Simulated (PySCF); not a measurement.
## Geometry relaxation, with input and output: CO2 (part 2 of 2)

CO2; M06-2X/def2-TZVP, RKS (PySCF 2.14.0). The geometry comes from this level: PBE0-D4/def2-TZVP.

Geometry of the input (Å):
```
O  0.3716  -1.0919  0.0882
C  0.0001  0.0001  0.0001
O  -0.3718  1.0918  -0.0883
```

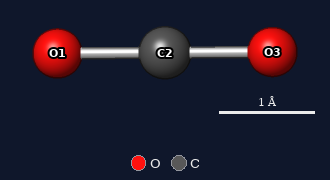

Figure 1. The geometry at step 8 of the log (ball-and-stick view, seen at a tilt; atoms are numbered from 1 in the order of the input).

**Log, continued**
```
----------------------------------------------
cycle 11: E = -188.596956655  dE = -1.25488e-07  norm(grad) = 0.00023732
Step   10 : Displace = 3.585e-05/3.939e-05 (rms/max) Trust = 3.000e-01 (=) Grad = 1.370e-04/1.912e-04 (rms/max) E (change) = -188.5969566548 (-1.255e-07) Quality = 5.120
Hessian Eigenvalues: 8.96583e-04 1.05460e-03 5.00000e-02 ... 2.65948e-01 1.30175e+00 3.30142e+00

Geometry optimization cycle 12
Cartesian coordinates (Angstrom)
 Atom        New coordinates             dX        dY        dZ
   O   0.335151  -1.101815   0.083107   -0.003361 -0.000620  0.005941
   C   0.000080   0.000013   0.000051    0.000034  0.000001  0.000017
   O  -0.335278   1.101824  -0.083151    0.003323  0.000621 -0.005959
converged SCF energy = -188.596956912262
--------------- RKS_Scanner gradients ---------------
         x                y                z
0 O     0.0000260943    -0.0001489681    -0.0000022883
1 C     0.0000819175    -0.0001235049     0.0000315940
2 O    -0.0001081861     0.0002725334    -0.0000294576
----------------------------------------------
cycle 12: E = -188.596956912  dE = -2.57441e-07  norm(grad) = 0.000364261
Step   11 : Displace = 3.681e-05/4.012e-05 (rms/max) Trust = 3.000e-01 (=) Grad = 2.103e-04/2.947e-04 (rms/max) E (change) = -188.5969569123 (-2.574e-07) Quality = 4.809
Hessian Eigenvalues: 4.23108e-04 1.14735e-03 5.00000e-02 ... 2.65620e-01 1.30563e+00 3.07801e+00

Geometry optimization cycle 13
Cartesian coordinates (Angstrom)
 Atom        New coordinates             dX        dY        dZ
   O   0.327961  -1.103323   0.091355   -0.007190 -0.001509  0.008247
   C   0.000086   0.000012   0.000055    0.000006 -0.000001  0.000004
   O  -0.328097   1.103336  -0.091400    0.007181  0.001512 -0.008249
converged SCF energy = -188.596957218914
--------------- RKS_Scanner gradients ---------------
         x                y                z
0 O     0.0000219309    -0.0001452992    -0.0000012423
1 C     0.0000901231    -0.0001445484     0.0000357982
2 O    -0.0001122631     0.0002899077    -0.0000347239
----------------------------------------------
cycle 13: E = -188.596957219  dE = -3.06652e-07  norm(grad) = 0.000386972
Step   12 : Displace = 5.751e-06/7.814e-06 (rms/max) Trust = 3.000e-01 (=) Grad = 2.234e-04/3.128e-04 (rms/max) E (change) = -188.5969572189 (-3.067e-07) Quality = 4.091
Hessian Eigenvalues: 1.84207e-04 1.15360e-03 5.00000e-02 ... 2.60933e-01 1.30860e+00 2.34484e+00

Geometry optimization cycle 14
Cartesian coordinates (Angstrom)
 Atom        New coordinates             dX        dY        dZ
   O   0.312083  -1.106350   0.108304   -0.015878 -0.003026  0.016949
   C   0.000045   0.000010   0.000038   -0.000041 -0.000002 -0.000017
   O  -0.312179   1.106368  -0.108323    0.015918  0.003032 -0.016922
converged SCF energy = -188.596957285892
--------------- RKS_Scanner gradients ---------------
         x                y                z
0 O     0.0000051893    -0.0000750992    -0.0000000767
1 C     0.0000545879    -0.0000937609     0.0000235846
2 O    -0.0000599331     0.0001688851    -0.0000235809
----------------------------------------------
cycle 14: E = -188.596957286  dE = -6.69786e-08  norm(grad) = 0.000225087
Step   13 : Displace = 4.835e-05/5.407e-05 (rms/max) Trust = 3.000e-01 (=) Grad = 1.300e-04/1.807e-04 (rms/max) E (change) = -188.5969572859 (-6.698e-08) Quality = 0.488
Hessian Eigenvalues: 2.63006e-04 1.23153e-03 5.00000e-02 ... 2.56514e-01 1.30626e+00 1.97664e+00

Geometry optimization cycle 15
Cartesian coordinates (Angstrom)
 Atom        New coordinates             dX        dY        dZ
   O   0.317104  -1.105106   0.106099    0.005021  0.001244 -0.002205
   C   0.000009   0.000008   0.000019   -0.000036 -0.000002 -0.000019
   O  -0.317157   1.105123  -0.106097   -0.004978 -0.001245  0.002225
converged SCF energy = -188.596957341528
--------------- RKS_Scanner gradients ---------------
         x                y                z
0 O     0.0000027370    -0.0000237891     0.0000001725
1 C     0.0000222738    -0.0000403111     0.0000093492
2 O    -0.0000250685     0.0000641118    -0.0000095510
----------------------------------------------
cycle 15: E = -188.596957342  dE = -5.56357e-08  norm(grad) = 8.72464e-05
Step   14 : Displace = 4.180e-05/4.577e-05 (rms/max) Trust = 3.000e-01 (=) Grad = 5.037e-05/6.950e-05 (rms/max) E (change) = -188.5969573415 (-5.564e-08) Quality = 1.937
Hessian Eigenvalues: 2.89258e-04 1.77056e-03 4.99997e-02 ... 2.50000e-01 1.27741e+00 1.56322e+00

Geometry optimization cycle 16
Cartesian coordinates (Angstrom)
 Atom        New coordinates             dX        dY        dZ
   O   0.315721  -1.105465   0.106369   -0.001383 -0.000360  0.000270
   C  -0.000006   0.000009   0.000011   -0.000015  0.000000 -0.000008
   O  -0.315758   1.105482  -0.106359    0.001399  0.000360 -0.000261
converged SCF energy = -188.596957346411
--------------- RKS_Scanner gradients ---------------
         x                y                z
0 O     0.0000015549    -0.0000110421     0.0000003895
1 C     0.0000072598    -0.0000125585     0.0000030950
2 O    -0.0000088345     0.0000236036    -0.0000034945
----------------------------------------------
cycle 16: E = -188.596957346  dE = -4.88285e-09  norm(grad) = 3.14942e-05
Step   15 : Displace = 1.604e-05/1.753e-05 (rms/max) Trust = 3.000e-01 (=) Grad = 1.818e-05/2.544e-05 (rms/max) E (change) = -188.5969573464 (-4.883e-09) Quality = 1.023
Hessian Eigenvalues: 3.20776e-04 1.54069e-03 4.99993e-02 ... 2.50000e-01 1.17531e+00 1.39459e+00

Geometry optimization cycle 17
Cartesian coordinates (Angstrom)
 Atom        New coordinates             dX        dY        dZ
   O   0.315703  -1.105536   0.105625   -0.000018 -0.000071 -0.000744
   C  -0.000014   0.000009   0.000008   -0.000008  0.000000 -0.000004
   O  -0.315731   1.105553  -0.105611    0.000027  0.000071  0.000748
converged SCF energy = -188.596957361532
--------------- RKS_Scanner gradients ---------------
         x                y                z
0 O     0.0000009771    -0.0000036804     0.0000002316
1 C    -0.0000003427     0.0000015960    -0.0000000926
2 O    -0.0000006347     0.0000020835    -0.0000001394
----------------------------------------------
cycle 17: E = -188.596957362  dE = -1.51209e-08  norm(grad) = 4.68938e-06
```

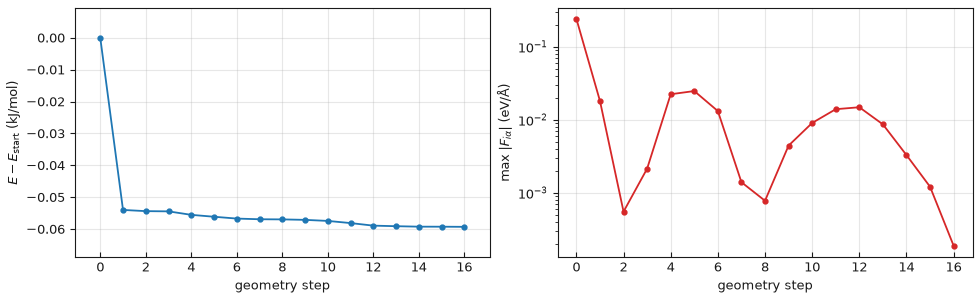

Figure 2. Progress of the relaxation, step by step (steps are counted from 0). Over 16 geometry steps the energy falls by 0.06 kJ/mol. The largest force component goes from 0.24 to 0.00019 eV/Å. No atom moves by more than 0.005 Å after the best rigid fit.

```
Step   16 : Displace = 8.387e-06/9.181e-06 (rms/max) Trust = 3.000e-01 (=) Grad = 2.707e-06/3.815e-06 (rms/max) E (change) = -188.5969573615 (-1.512e-08) Quality = 20.406
Hessian Eigenvalues: 3.20776e-04 1.54069e-03 4.99993e-02 ... 2.50000e-01 1.17531e+00 1.39459e+00
Converged! =D

converged: True
O           0.31570284       -1.10553638        0.10562537
C          -0.00001385        0.00000873        0.00000751
O          -0.31573109        1.10555319       -0.10561068
converged SCF energy = -188.596957361516
E = -188.5969573615 Eh
```

**Trajectory as extended XYZ (Å, eV, eV/Å), 17 frames, from step=0 to step=16**
```
3
Properties=species:S:1:pos:R:3:forces:R:3 step=0 energy=-5131.98404
O     0.3716   -1.0919    0.0882   -0.0814   0.2422  -0.0191
C     0.0001    0.0001    0.0001   -0.0027  -0.0018  -0.0015
O    -0.3718    1.0918   -0.0883    0.0841  -0.2404   0.0206
3
Properties=species:S:1:pos:R:3:forces:R:3 step=1 energy=-5131.98460
O     0.3706   -1.0901    0.0879   -0.0064   0.0182  -0.0016
C     0.0000    0.0000    0.0000   -0.0007  -0.0004  -0.0004
O    -0.3707    1.0901   -0.0879    0.0071  -0.0178   0.0020
3
Properties=species:S:1:pos:R:3:forces:R:3 step=2 energy=-5131.98460
O     0.3702   -1.0901    0.0877   -0.0004  -0.0005  -0.0002
C     0.0000    0.0000    0.0000   -0.0001   0.0000  -0.0001
O    -0.3702    1.0901   -0.0877    0.0006   0.0005   0.0003
3
Properties=species:S:1:pos:R:3:forces:R:3 step=3 energy=-5131.98460
O     0.3697   -1.0903    0.0874    0.0000  -0.0021  -0.0001
C     0.0000    0.0000    0.0000    0.0001  -0.0001   0.0000
O    -0.3697    1.0903   -0.0874   -0.0001   0.0022   0.0001
3
Properties=species:S:1:pos:R:3:forces:R:3 step=4 energy=-5131.98461
O     0.3582   -1.0943    0.0817    0.0055  -0.0225   0.0010
C    -0.0001    0.0000    0.0000    0.0021   0.0013   0.0012
O    -0.3582    1.0944   -0.0816   -0.0077   0.0212  -0.0021
3
Properties=species:S:1:pos:R:3:forces:R:3 step=5 energy=-5131.98462
O     0.3480   -1.0980    0.0767    0.0060  -0.0248   0.0011
C    -0.0001    0.0000   -0.0001    0.0031   0.0002   0.0015
O    -0.3479    1.0980   -0.0766   -0.0090   0.0247  -0.0026
3
Properties=species:S:1:pos:R:3:forces:R:3 step=6 energy=-5131.98462
O     0.3391   -1.1012    0.0725    0.0027  -0.0121   0.0007
C    -0.0001    0.0000    0.0000    0.0021  -0.0011   0.0010
O    -0.3390    1.1012   -0.0724   -0.0048   0.0132  -0.0016
3
Properties=species:S:1:pos:R:3:forces:R:3 step=7 energy=-5131.98463
O     0.3394   -1.1011    0.0730   -0.0001  -0.0005   0.0003
C     0.0000    0.0000    0.0000    0.0005  -0.0009   0.0002
O    -0.3395    1.1011   -0.0730   -0.0004   0.0014  -0.0004
3
Properties=species:S:1:pos:R:3:forces:R:3 step=8 energy=-5131.98463
O     0.3396   -1.1011    0.0733   -0.0003   0.0008   0.0003
C     0.0000    0.0000    0.0000   -0.0001   0.0000   0.0000
O    -0.3396    1.1011   -0.0733    0.0004  -0.0008  -0.0002
3
Properties=species:S:1:pos:R:3:forces:R:3 step=9 energy=-5131.98463
O     0.3395   -1.1010    0.0745   -0.0008   0.0031   0.0002
C     0.0000    0.0000    0.0000   -0.0011   0.0013  -0.0004
O    -0.3396    1.1010   -0.0745    0.0019  -0.0044   0.0002
3
Properties=species:S:1:pos:R:3:forces:R:3 step=10 energy=-5131.98463
O     0.3385   -1.1012    0.0772   -0.0011   0.0056   0.0002
C     0.0000    0.0000    0.0000   -0.0025   0.0035  -0.0010
O    -0.3386    1.1012   -0.0772    0.0037  -0.0091   0.0008
3
Properties=species:S:1:pos:R:3:forces:R:3 step=11 energy=-5131.98464
O     0.3352   -1.1018    0.0831   -0.0013   0.0077   0.0001
C     0.0001    0.0000    0.0001   -0.0042   0.0064  -0.0016
O    -0.3353    1.1018   -0.0832    0.0056  -0.0140   0.0015
3
Properties=species:S:1:pos:R:3:forces:R:3 step=12 energy=-5131.98465
O     0.3280   -1.1033    0.0914   -0.0011   0.0075   0.0001
C     0.0001    0.0000    0.0001   -0.0046   0.0074  -0.0018
O    -0.3281    1.1033   -0.0914    0.0058  -0.0149   0.0018
3
Properties=species:S:1:pos:R:3:forces:R:3 step=13 energy=-5131.98465
O     0.3121   -1.1063    0.1083   -0.0003   0.0039   0.0000
C     0.0000    0.0000    0.0000   -0.0028   0.0048  -0.0012
O    -0.3122    1.1064   -0.1083    0.0031  -0.0087   0.0012
3
Properties=species:S:1:pos:R:3:forces:R:3 step=14 energy=-5131.98465
O     0.3171   -1.1051    0.1061   -0.0001   0.0012   0.0000
C     0.0000    0.0000    0.0000   -0.0011   0.0021  -0.0005
O    -0.3172    1.1051   -0.1061    0.0013  -0.0033   0.0005
3
Properties=species:S:1:pos:R:3:forces:R:3 step=15 energy=-5131.98465
O     0.3157   -1.1055    0.1064   -0.0001   0.0006   0.0000
C     0.0000    0.0000    0.0000   -0.0004   0.0006  -0.0002
O    -0.3158    1.1055   -0.1064    0.0005  -0.0012   0.0002
3
Properties=species:S:1:pos:R:3:forces:R:3 step=16 energy=-5131.98465
O     0.3157   -1.1055    0.1056   -0.0001   0.0002   0.0000
C     0.0000    0.0000    0.0000    0.0000  -0.0001   0.0000
O    -0.3157    1.1056   -0.1056    0.0000  -0.0001   0.0000
```

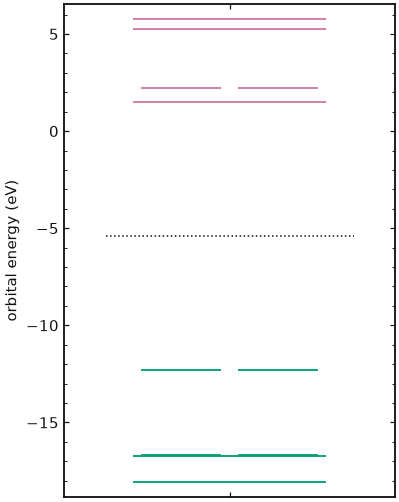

Figure 3. Orbital energies near the frontier; the dotted line parts filled from empty levels, and levels within 0.02 eV of each other stand side by side. Highest filled −12.31 eV, lowest empty 1.49 eV, 13.80 eV apart.

**Summary**

- outcome: converged
- total energy: −188.596957 hartree
- basis functions: 93
- HOMO: −12.31 eV
- LUMO: 1.49 eV
- dipole moment: 0.00 D
- hardware: 1 thread of Arm Neoverse V1, 24 GiB of memory available, shared host
- wall time: 4.5 min
- peak memory: 0.93 GiB
